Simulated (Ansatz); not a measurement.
One crystal and one scan (scan of one atom of the cell) at two levels, PBE (plane waves to 420 eV, PAW, scalar-relativistic; Ansatz, an electronic-structure program) and r2SCAN (plane waves to 500 eV, PAW, scalar-relativistic; Ansatz), each from its own relaxed cell and on its own mesh. The cell shown is that of PBE.

Starting cell, ZnSe (zinc blende):

```xyz
2
Lattice="0.0000 2.8665 2.8665 2.8665 0.0000 2.8665 2.8665 2.8665 0.0000" Properties=species:S:1:pos:R:3 pbc="T T T"
Se     4.2998     4.2998     4.2998
Zn     0.0000     0.0000     0.0000
```

In this cell atom 2 (Zn, nearest neighbour Se at 2.482 Å; its periodic images, 4.1 Å or more away, move with it) is moved by s along Cartesian x, unit vector (1.000, 0.000, 0.000); all other atoms and the cell stay fixed.

Energies are smeared free energies. ZnSe was relaxed with its symmetry unable to fall. Percentages come from the unrounded values. Both scans cover s from -0.740 to 0.740 Å.

```csv
quantity,PBE,r2SCAN,PBE − r2SCAN
Lattice constant a (Å),5.733,5.665,+0.068 (+1.2 %)
"Band gap of the relaxed cell, no spin-orbit coupling (eV)",1.15,1.87,-0.72 (-38 %)
Energy at s = 0.740 Å (meV/cell),1173,1284,-111 (-8.6 %)
Force along the line at s = -0.740 Å (eV/Å),2.668,2.876,-0.208 (-7.3 %)
Force constant k = d²E/ds² at s = 0 (finite differences) (eV/Å²),4.98,5.49,-0.51 (-9.4 %)
Zone-centre optical wavenumber from k (transverse: no LO-TO term) (cm⁻¹),194,204,-10 (-5 %)
```

PBE gives the higher value for: lattice constant a. PBE gives the lower value for: band gap of the relaxed cell, no spin-orbit coupling; energy at s = 0.740 Å; force along the line at s = -0.740 Å; force constant k = d²E/ds² at s = 0; zone-centre optical wavenumber from k. Both give the same symmetry of the curve: even: the same for both signs. Neither level is exact: the differences show how much the result hangs on the functional.

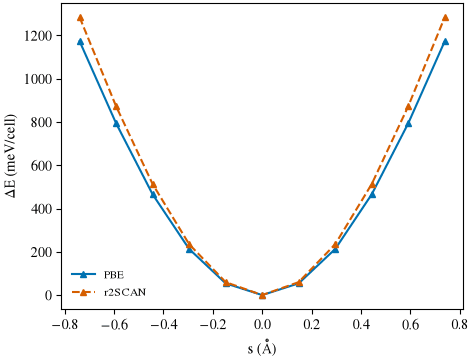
Fig. 1. ΔE, each from the undisplaced structure of its own level.

(A displaced cell: forces are minus the slopes of the energy, force constants its curvatures, and phonons follow from these.)
